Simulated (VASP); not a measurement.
Band structure of TaSi2 (space group P6_222). Computed with r2SCAN meta-GGA, VASP's PBE PAW potentials (set 64) (plane waves; VASP).

Unless said otherwise, spin-orbit coupling is left out, though it shifts the bands of the heavy elements here.

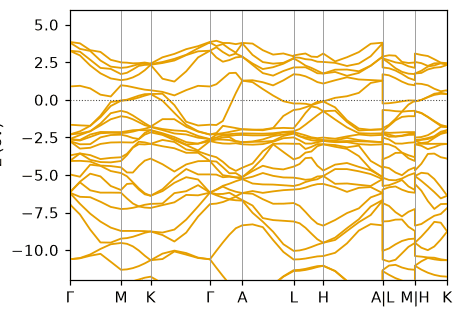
Bands along high-symmetry lines, zero at the valence-band maximum or, without a gap, the Fermi level

Task: Read the plot: is there a gap, and where are the band edges?

Result: It has no gap at this level: it comes out as a metal or semimetal.

The structure comes from a computed database's TaSi2 entry (P6_222); how it stands against other phases isn't given here. It was relaxed first. The electron count is odd and the run is not spin-polarised, which forces a metal.
